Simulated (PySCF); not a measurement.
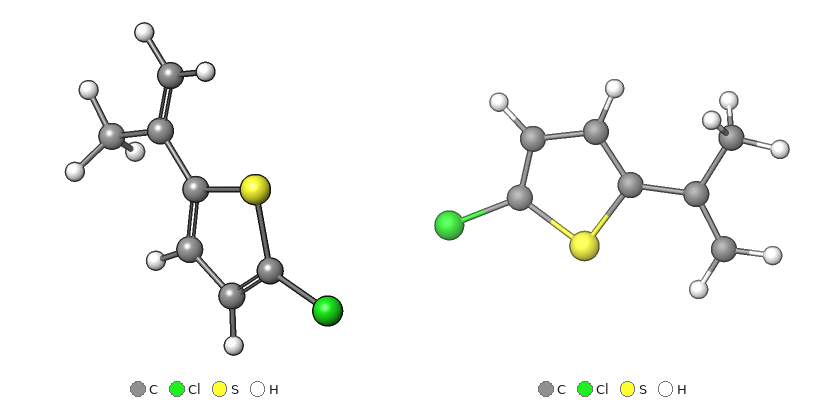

Both panels show the same species.

The computed structure is the end point of a GFN2-xTB optimisation. No frequency run is at hand to confirm it as a minimum.

Question: What is the molecular formula?

Answer: C7H7ClS, 16 atoms: 7 carbon, 7 hydrogen, 1 chlorine and 1 sulfur.

Question: Give a SMILES string for it.

Answer: C=C(C)c1ccc(Cl)s1

Question: Name some functional groups or characteristic bonds that it holds.

Answer: Among them: alkene, C–Cl bond.

The parts below concern this one geometry. Atoms keep their numbers from picture to picture.

### Electronic properties

No frequency run is at hand to confirm it as a minimum. Properties computed with PBE0/pcSseg-1, gas phase (PySCF 2.14.0).

Question: What is the HOMO–LUMO gap?

Answer: 4.91 eV.

Question: Estimate the dipole moment.

Answer: 2.00 D.

Question: What is the HOMO energy (Kohn–Sham orbital)?

Answer: −6.32 eV.

### NMR shielding

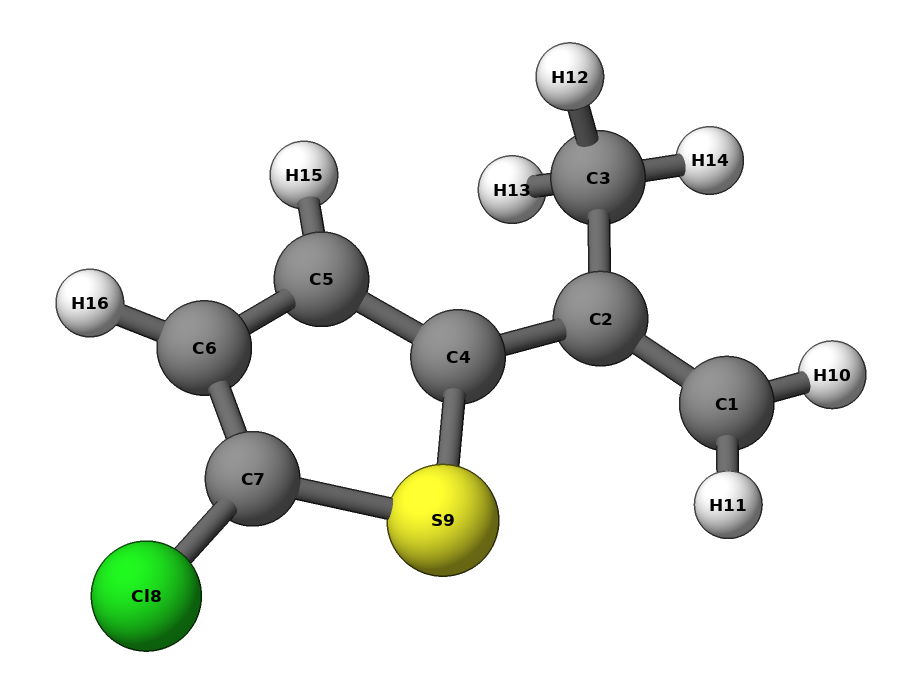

No frequency run is at hand to confirm it as a minimum. Method: GIAO PBE0/pcSseg-1 NMR shielding, non-relativistic, gas phase (PySCF 2.14.0). Principal shieldings σ11 ≤ σ22 ≤ σ33, span Ω = σ33 − σ11, skew κ = 3(σiso − σ22)/Ω.

Question: Which C atom has the most anisotropic shielding?

Answer: C2, with a span of 230 ppm.

Give the shielding tensors of the C atoms.

```
atom    σ11    σ22    σ33   σiso      Ω      κ
  C1  −25.3   90.1  144.9   69.9  170.2  −0.36
  C2  −71.4   40.8  158.8   42.7  230.2   0.02
  C3  151.1  155.3  186.5  164.3   35.3   0.76
  C4  −28.6   20.4  106.5   32.8  135.1   0.27
  C5  −12.1   41.2  150.4   59.8  162.5   0.34
  C6  −22.0   52.5  134.3   54.9  156.3   0.05
  C7  −40.9   68.9   92.8   40.3  133.8  −0.64
```

Shieldings and span in ppm.

### Bond orders

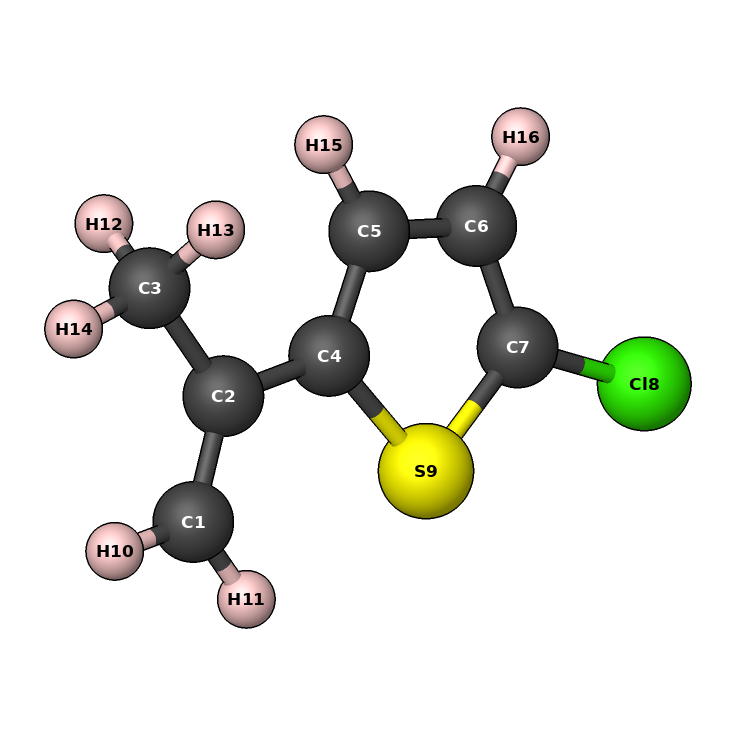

Every bond is drawn as one stick. No frequency run is at hand to confirm it as a minimum. Level of theory: PBE0/pcSseg-1 (PySCF 2.14.0).

Question: Which bond between heavy atoms has the highest Mayer bond order?

Answer: C1–C2, 1.95, at a length of 1.333 Å.

List the Mayer bond orders of C1–C2, C2–C3, C2–C4, C4–C5, C4–S9, C5–C6, C6–C7, C7–Cl8, C7–S9 (bonds between heavy atoms, one of each equivalent set). Atoms whose distances differ by more than 0.02 Å in this geometry are listed apart.

```json
{"bond": "C1–C2", "Mayer order": "1.95", "length (Å)": "1.333"}
{"bond": "C2–C3", "Mayer order": "1.09", "length (Å)": "1.502"}
{"bond": "C2–C4", "Mayer order": "1.02", "length (Å)": "1.449"}
{"bond": "C4–C5", "Mayer order": "1.56", "length (Å)": "1.368"}
{"bond": "C4–S9", "Mayer order": "1.12", "length (Å)": "1.745"}
{"bond": "C5–C6", "Mayer order": "1.27", "length (Å)": "1.408"}
{"bond": "C6–C7", "Mayer order": "1.48", "length (Å)": "1.360"}
{"bond": "C7–Cl8", "Mayer order": "1.06", "length (Å)": "1.710"}
{"bond": "C7–S9", "Mayer order": "1.11", "length (Å)": "1.731"}
```
